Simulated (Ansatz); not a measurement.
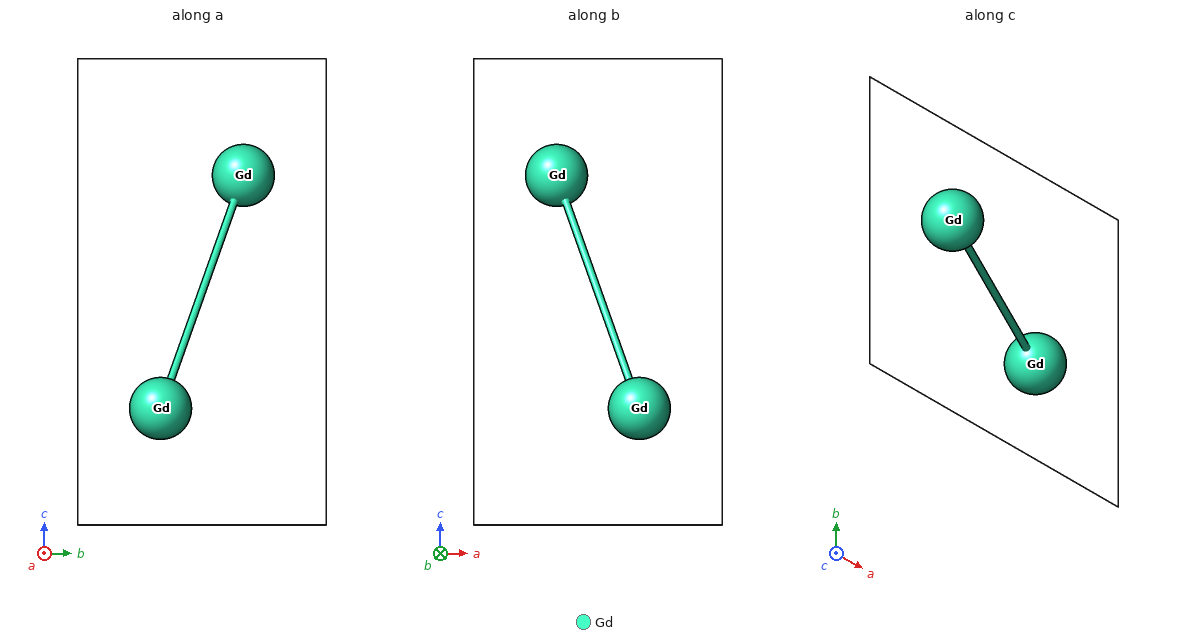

Structure drawing (ball-and-stick), viewed along the a axis, along the b axis and along the c axis. The conventional unit cell is drawn as a box.

Lattice parameters: a = 3.639 Å, b = 3.639 Å, c = 5.913 Å, α = 90.00°, β = 90.00°, γ = 120.00°.

Write down what is shown as a table of Wyckoff sites.

Answer. Space group P6_3/mmc (No. 194).
```csv
atom,site,x,y,z
Gd,2d,0.3333,0.6667,0.7500
```

The model was built from the standard structure of this element. Earlier steps of the study may have refined or changed the cell and positions. It went into a calculation with Ansatz.
